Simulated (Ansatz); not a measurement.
These are PBE (plane waves to 420 eV, PAW; Ansatz, a quantum-chemistry and plane-wave program) values and carry that method's errors.

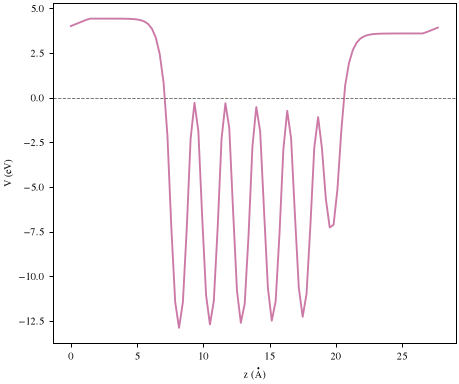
Fig. 1. Plane-averaged electrostatic potential energy along the normal, in eV from the Fermi level, for the (0001) surface of hcp Ti (in the relaxation 2 Ti–Ti bonds formed), one row in 3 of the top plane missing (bottom of the slab: a bare face, its two planes held)

Slab: 17 atoms, 11.6 Å thick at the start; k 15x5x1, smearing 0.1 eV, dipole-corrected; 6 atoms held, the rest relaxed; start symmetry kept, larger cells not searched; no spin, no spin-orbit, no U. It is one candidate, not shown to be the stable structure of the face.

The vacuum level lies 3.59 eV above the Fermi level over the top face and 4.42 eV above it under the bottom face.
